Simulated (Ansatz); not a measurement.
# SiNH4 (SMILES N[SiH2]) at UBHLYP/STO-3G

What is the vertical electron affinity of SiNH4 at UBHLYP/STO-3G? 

The calculation is run with Ansatz 0.2.0.

45 further runs of the same task are left out: 45 set aside as unsound or not needed.

### Step 1. The molecule

SiNH4 has 6 atoms, charge 0, and is taken as a doublet. SMILES: `N[SiH2]`. The coordinates come from a PBE0-D4/def2-TZVP relaxation. This is one conformer, not always the lowest.

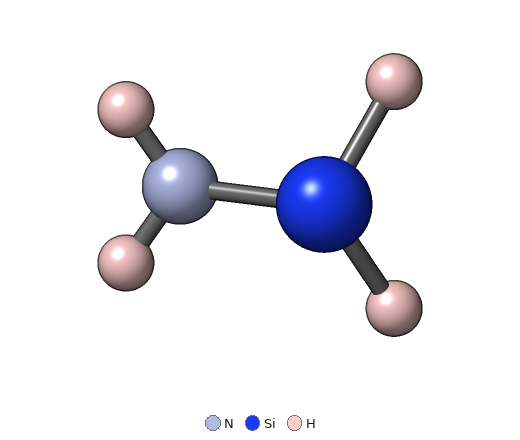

The structure, seen from a chosen angle (nitrogen light blue, silicon blue, hydrogen pink).

### Step 2. A single-point energy at UBHLYP/STO-3G

Input file in.yaml:

```yaml
crystal:
  periodic: [false, false, false]
  atoms:
    - symbol: "N"
      position_ang: [-0.062300, -0.863500, 0.020900]
    - symbol: Si
      position_ang: [0.307400, 0.815300, 0.161600]
    - symbol: H
      position_ang: [0.565000, -1.475900, -0.476400]
    - symbol: H
      position_ang: [-0.503600, -1.346500, 0.787600]
    - symbol: H
      position_ang: [0.657400, 1.307800, -1.204100]
    - symbol: H
      position_ang: [-0.921600, 1.498900, 0.664300]
basis:
  gaussian: {orbitals: STO-3G}
magnetization: {spin_polarized: true, initial_magnetization: 1}
hamiltonian: {xc: {name: BHLYP}}
accuracy: high
```

Run with:

```console
$ ansatz run in.yaml --threads 1 --pin off --max-ram 2610MiB --events-out events.jsonl --progress --plain --runs-dir runs
```

Log:

```text
Warning: RAYON_NUM_THREADS=1 ignored (pool sized by the plan → 1); use --threads N
Functional definition: BHLYP
  name "BHLYP"
  parameter a = 0.5
  exchange = (1 - a)*b88_x + a*exact_x
  correlation = lyp_c
312 factors; integrals over basis functions are off by at most 1.1e-8 eV
mean field evaluation 1: about -9318.1270 eV, gradient 1.1e1 eV
mean field evaluation 2: about -9318.5216 eV, gradient 7.9e0 eV
mean field evaluation 4: about -9318.9126 eV, gradient 1.9e-1 eV
mean field evaluation 8: about -9318.9115 eV, gradient 3.0e-3 eV
mean field evaluation 16: about -9318.9115 eV, gradient 5.3e-7 eV
mean field -9318.91146323 eV, -342.4636796887 hartree, gradient 3.8e-8 eV, S^2 0.751248; 0 other end points of the search recorded, 0 dependent functions left out
reference -9318.91148235 eV, -342.4636803912 hartree; 13, 12 occupied and 5, 6 virtual orbitals, 312 factors
Total energy: -9318.91148235 eV, -342.4636803912 hartree
```

Wall time 1.4 s (1 thread of Arm Neoverse V2, shared host); peak memory 0.13 GiB.

### Step 3. The singlet anion, same level

Input file job.yaml:

```yaml
crystal:
  periodic: [false, false, false]
  atoms:
    - symbol: "N"
      position_ang: [-0.062300, -0.863500, 0.020900]
    - symbol: Si
      position_ang: [0.307400, 0.815300, 0.161600]
    - symbol: H
      position_ang: [0.565000, -1.475900, -0.476400]
    - symbol: H
      position_ang: [-0.503600, -1.346500, 0.787600]
    - symbol: H
      position_ang: [0.657400, 1.307800, -1.204100]
    - symbol: H
      position_ang: [-0.921600, 1.498900, 0.664300]
basis:
  gaussian: {orbitals: STO-3G}
total_charge: -1
accuracy: high
hamiltonian: {xc: {name: BHLYP}}
```

Run with:

```console
$ ansatz run job.yaml --threads 1 --pin off --max-ram 2610MiB --events-out events.jsonl --progress --plain --runs-dir runs
```

Log:

```text
Warning: RAYON_NUM_THREADS=1 ignored (pool sized by the plan → 1); use --threads N
Functional definition: BHLYP
  name "BHLYP"
  parameter a = 0.5
  exchange = (1 - a)*b88_x + a*exact_x
  correlation = lyp_c
312 factors; integrals over basis functions are off by at most 1.1e-8 eV
mean field evaluation 1: about -9313.1666 eV, gradient 8.8e0 eV
mean field evaluation 2: about -9313.6232 eV, gradient 3.0e0 eV
mean field evaluation 4: about -9313.6560 eV, gradient 1.3e-1 eV
mean field evaluation 8: about -9313.6688 eV, gradient 1.8e-4 eV
mean field -9313.66878103 eV, -342.2710146714 hartree, gradient 1.6e-8 eV, S^2 0.000000; 0 other end points of the search recorded, 0 dependent functions left out
reference -9313.66880021 eV, -342.2710153763 hartree; 13, 13 occupied and 5, 5 virtual orbitals, 312 factors
Total energy: -9313.66880021 eV, -342.2710153763 hartree
```

Run time: 0.91 s. Hardware: 1 thread of Arm Neoverse V2, shared host; peak memory 0.093 GiB.

### Step 4. Results

Level: UBHLYP/STO-3G.

| quantity | value |
| --- | --- |
| doublet SiNH4: total energy | -342.46368 Eh |
| doublet SiNH4: ⟨S²⟩ | 0.751 |
| singlet anion: total energy | -342.27102 Eh |
| vertical electron affinity (to the singlet anion) | -5.243 eV |

What this shows: The anion lies 5.24 eV (506 kJ/mol) above the neutral: the electron isn't bound at this level, and such a value depends on the basis. Without diffuse functions anions come out too high. In a minimal basis such a difference can be off by several eV, whatever the method.
